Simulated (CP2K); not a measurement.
# C3H4FN (SMILES C=C=C(N)F): IPEA1-xTB

Aim: the energy change on altering one bond length of C3H4FN at IPEA1-xTB, from 2 runs. 

Program for the calculation: CP2K 2026.2.

1 further run of the same task is left out (set aside as unsound or not needed).

## 1. Starting point

C3H4FN: 9 atoms, total charge 0, spin state singlet. SMILES: `C=C=C(N)F`. The shape is that of a GFN2-xTB optimisation. This is one conformer, not always the lowest.

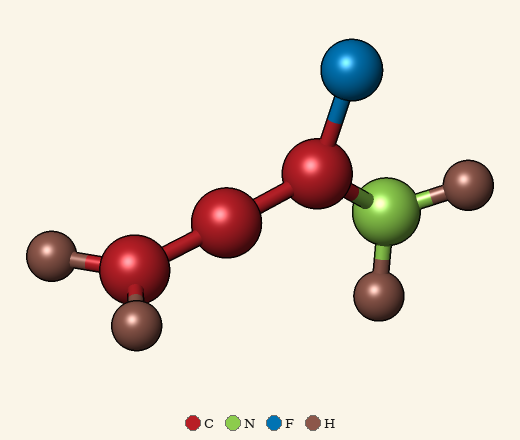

Viewed from a chosen angle; carbon red, nitrogen green, fluorine blue, hydrogen brown.

## 2. Energy and forces at IPEA1-xTB

molecule.inp

```
&GLOBAL
   PROJECT_NAME molecule
   RUN_TYPE ENERGY_FORCE
   PRINT_LEVEL MEDIUM
&END

&FORCE_EVAL
   METHOD QS
   &DFT
      CHARGE 0
      MULTIPLICITY 1
      &QS
         METHOD XTB
         EPS_DEFAULT 1.0E-10
         &XTB
            GFN_TYPE TBLITE
            &TBLITE
               METHOD IPEA1
            &END
            CHECK_ATOMIC_CHARGES F
         &END
      &END
      &POISSON
         PERIODIC NONE
         POISSON_SOLVER ANALYTIC
      &END
      &SCF
         SCF_GUESS ATOMIC
         EPS_SCF 1.0E-07
         MAX_SCF 150
         ADDED_MOS 8
         &DIAGONALIZATION
            ALGORITHM STANDARD
         &END
         &MIXING
            METHOD DIRECT_P_MIXING
            ALPHA 0.4
         &END
      &END
      &PRINT
         &MOMENTS
            PERIODIC F
            REFERENCE COM
            MAX_MOMENT 1
         &END
         &MO ON
            ENERGIES T
            OCCUPATION_NUMBERS T
            NDIGITS 6
            &EACH
               QS_SCF 0
            &END
            ADD_LAST NUMERIC
         &END
         &HIRSHFELD OFF
         &END
      &END
   &END
   &SUBSYS
      &CELL
         ABC [angstrom] 18.9 20.2 20
         PERIODIC NONE
      &END
      &COORD
         C      8.757870    11.291400     9.048135
         C      9.189360    10.394760     9.878585
         C      9.638490     9.474310    10.686185
         N      9.000470     8.313280    11.102305
         F     10.900240     9.561640    11.190295
         H      8.262910    12.191160     9.386005
         H      8.870500    11.184890     7.978635
         H      9.290030     8.008840    12.021365
         H      7.999760     8.329440    10.982915
      &END
   &END
   &PRINT
      &FORCES ON
      &END
   &END
&END
```

Started as:

```console
$ OMP_NUM_THREADS=1 cp2k.psmp -i molecule.inp -o molecule.out
```

Standard output, shortened:

```text
CP2K| version string:                                       CP2K version 2026.2
[...]
 GLOBAL| Method name                                                        CP2K
[...]
 GLOBAL| Run type                                                   ENERGY_FORCE
[...]
                             - Atoms:                                          9
[...]
                             - Spherical basis functions:                     33
[...]
 Number of electrons:                                                         28
[...]
  *** SCF run converged in    19 steps ***
[...]
  Fermi energy:                                                -0.26292615771118
[...]
 TB_DIPOLE| Moment [Debye]         -2.03897511      -0.38281056       0.07457178
 TB_DIPOLE| Derivative [a.u.]       0.00000000       0.00000000       0.00000000
[...]
 ENERGY| Total FORCE_EVAL ( QS ) energy [hartree]            -18.584580308298861
 FORCES| Atomic forces [hartree/bohr]
 FORCES|   Atom     x               y               z               |f|
 FORCES|      1  1.91035136E-03 -4.23806679E-03  4.90400176E-03   6.75720990E-03
 FORCES|      2  1.92297921E-03 -4.16699306E-03  6.48897607E-03   7.94786076E-03
 FORCES|      3  4.03827977E-03  1.08827580E-03 -4.38461841E-04   4.20527009E-03
 FORCES|      4  9.96309058E-03  2.73090013E-03 -4.34022136E-03   1.12052894E-02
 FORCES|      5 -8.08470948E-03 -1.34525160E-03 -3.42103130E-03   8.88119836E-03
 FORCES|      6 -2.48544119E-03  4.21638035E-03 -2.57423306E-03   5.53009557E-03
 FORCES|      7 -1.31685318E-04  2.82995137E-03 -5.62459963E-03   6.29778427E-03
 FORCES|      8 -3.05815856E-04 -1.36703963E-03  4.39003951E-03   4.60811975E-03
 FORCES|      9 -6.82704907E-03  2.51843421E-04  6.15529843E-04   6.85936594E-03
 FORCES| Sum     6.15826834E-17 -1.69135539E-16  2.65954793E-16
 FORCES| Total atomic force                                       3.21140482E-16
[...]
```

Wall time 1.2 s (1 thread of Intel Xeon Platinum 8488C (Sapphire Rapids), shared host); peak memory 0.19 GiB.

## 3. The distorted shape at the same level

qs.inp

```
&GLOBAL
   PROJECT_NAME qs
   RUN_TYPE ENERGY_FORCE
   PRINT_LEVEL MEDIUM
&END GLOBAL
&FORCE_EVAL
   METHOD QS
   &DFT
      CHARGE 0
      MULTIPLICITY 1
      # Quickstep
      &QS
         METHOD XTB
         EPS_DEFAULT 1.0E-10
         &XTB
            GFN_TYPE TBLITE
            &TBLITE
               METHOD IPEA1
            &END TBLITE
            CHECK_ATOMIC_CHARGES F
         &END XTB
      &END QS
      # isolated system
      &POISSON
         PERIODIC NONE
         POISSON_SOLVER ANALYTIC
      &END POISSON
      &SCF
         SCF_GUESS ATOMIC
         EPS_SCF 1.0E-07
         MAX_SCF 150
         ADDED_MOS 8
         &DIAGONALIZATION
            ALGORITHM STANDARD
         &END DIAGONALIZATION
         &MIXING
            METHOD DIRECT_P_MIXING
            ALPHA 0.4
         &END MIXING
      &END SCF
      # extra output
      &PRINT
         &MOMENTS
            PERIODIC F
            REFERENCE COM
            MAX_MOMENT 1
         &END MOMENTS
         &MO ON
            ENERGIES T
            OCCUPATION_NUMBERS T
            NDIGITS 6
            &EACH
               QS_SCF 0
            &END EACH
            ADD_LAST NUMERIC
         &END MO
         &HIRSHFELD OFF
         &END HIRSHFELD
      &END PRINT
   &END DFT
   &SUBSYS
      # vacuum box
      &CELL
         ABC [angstrom] 18.9 20.5 20.3
         PERIODIC NONE
      &END CELL
      &COORD
         C      8.606846    11.598314     9.052804
         C      9.189360    10.387846    10.173916
         C      9.638490     9.467396    10.981516
         N      9.000470     8.306366    11.397636
         F     10.900240     9.554726    11.485626
         H      8.111886    12.498074     9.390674
         H      8.719476    11.491804     7.983304
         H      9.290030     8.001926    12.316696
         H      7.999760     8.322526    11.278246
      &END COORD
   &END SUBSYS
   &PRINT
      &FORCES ON
      &END FORCES
   &END PRINT
&END FORCE_EVAL
```

Started as:

```console
$ OMP_NUM_THREADS=1 cp2k.psmp -i qs.inp -o qs.out
```

Standard output, shortened:

```text
CP2K| version string:                                       CP2K version 2026.2
[...]
 GLOBAL| Method name                                                        CP2K
[...]
 GLOBAL| Run type                                                   ENERGY_FORCE
[...]
                             - Atoms:                                          9
[...]
                             - Spherical basis functions:                     33
[...]
 Number of electrons:                                                         28
[...]
  *** SCF run converged in    20 steps ***
[...]
  Fermi energy:                                                -0.31707986856959
[...]
 TB_DIPOLE| Moment [Debye]         -1.98238459      -0.50663187       0.20190299
 TB_DIPOLE| Derivative [a.u.]       0.00000000       0.00000000       0.00000000
[...]
 ENERGY| Total FORCE_EVAL ( QS ) energy [hartree]            -18.431167219035739
 FORCES| Atomic forces [hartree/bohr]
 FORCES|   Atom     x               y               z               |f|
 FORCES|      1  7.05277783E-02 -1.43870861E-01  1.33133330E-01   2.08320608E-01
 FORCES|      2 -7.63819085E-02  1.53581514E-01 -1.39700230E-01   2.21218516E-01
 FORCES|      3 -2.75895039E-03  1.16625797E-02 -1.21497112E-02   1.70658447E-02
 FORCES|      4  1.10006518E-02  6.22066425E-03 -4.96770365E-03   1.35789942E-02
 FORCES|      5 -7.71452587E-03 -1.76836636E-03 -2.52549269E-03   8.30777602E-03
 FORCES|      6  5.92632356E-03 -1.29950345E-02  1.07457191E-02   1.78735199E-02
 FORCES|      7  6.03736606E-03 -1.19302585E-02  1.13857646E-02   1.75617907E-02
 FORCES|      8 -2.69712398E-05 -9.26774256E-04  3.86856441E-03   3.97811872E-03
 FORCES|      9 -6.60976372E-03  2.65362617E-05  2.09758701E-04   6.61314443E-03
 FORCES| Sum    -2.13370988E-16 -5.29158423E-17 -4.00341652E-17
 FORCES| Total atomic force                                       2.23450216E-16
[...]
```

Run time: 1.2 s. Hardware: 1 thread of Intel Xeon Platinum 8488C (Sapphire Rapids), shared host; peak memory 0.19 GiB.

## 4. Summary of results

Level: IPEA1-xTB.

| quantity | value |
| --- | --- |
| first shape: total energy | -18.58458 Eh |
| first shape: dipole moment (from atomic charges alone) | 2.08 D |
| first shape: HOMO energy | -10.25 eV |
| first shape: LUMO energy | -6.26 eV |
| first shape: HOMO–LUMO gap | 3.99 eV |
| first shape: largest force on an atom | 0.576 eV/Å |
| distorted shape: total energy | -18.43117 Eh |
| distorted shape: dipole moment (from atomic charges alone) | 2.06 D |
| distorted shape: HOMO energy | -10.40 eV |
| distorted shape: LUMO energy | -7.73 eV |
| distorted shape: HOMO–LUMO gap | 2.67 eV |
| distorted shape: largest force on an atom | 11.376 eV/Å |
| energy change with the C1–C2 bond stretched from 1.296 to 1.750 Å | 4.175 eV |

**Reading.** With the C1–C2 bond stretched from 1.296 to 1.750 Å the energy rises by 4.17 eV (403 kJ/mol). The first shape isn't relaxed at this level, so the change isn't measured from a minimum. The largest force (first shape) is 0.58 eV/Å: the shape isn't a stationary point for this species at this level. The dipole (first shape) comes from point charges on the atoms alone, without atomic dipoles, so it is partial. The dipole (distorted shape) comes from point charges on the atoms alone, without atomic dipoles, so it is partial.
